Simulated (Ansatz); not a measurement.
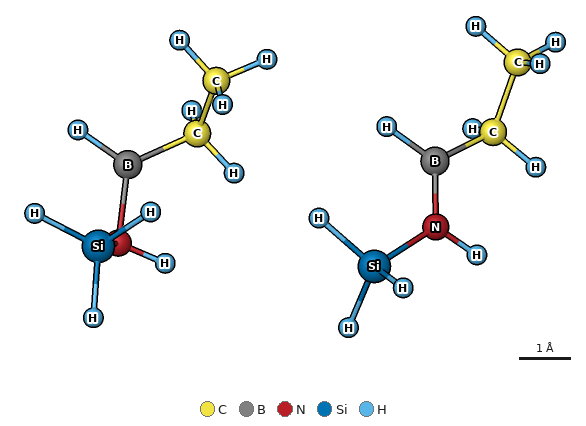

Two geometries of C2H10BNSi, drawn at one scale. One is the start of a relaxation, the other its converged end. A ball-and-stick model, seen from a free direction.

Theory: RKS B3LYP-D4/def2-SVP in Ansatz. (no spin polarisation; force threshold 0.015 eV/Å; at most 40 steps)

Which geometry has the lower energy?

The right one is the relaxed one. The run prepares an end point of a later path (torsion) calculation, from a guessed geometry. The energy falls by 1.247 eV in 23 geometry steps. Largest force component: 3.7 eV/Å at the start, 0.0063 eV/Å at the end. An H atom moves most after the best rigid fit: 1.81 Å. Largest moves by element: H 1.81 Å, N 0.98 Å, B 0.63 Å, C 0.60 Å, Si 0.53 Å. Some distances before and after: B–N 1.605 → 1.410 Å, C–H 1.175 → 1.103 Å, C–C 1.468 → 1.537 Å, N–Si 1.794 → 1.761 Å. Bond angles that change, for instance: B–N–Si 103.6° → 127.8°, Si–N–H 105.1° → 116.1°, B–N–H 105.2° → 116.1°.
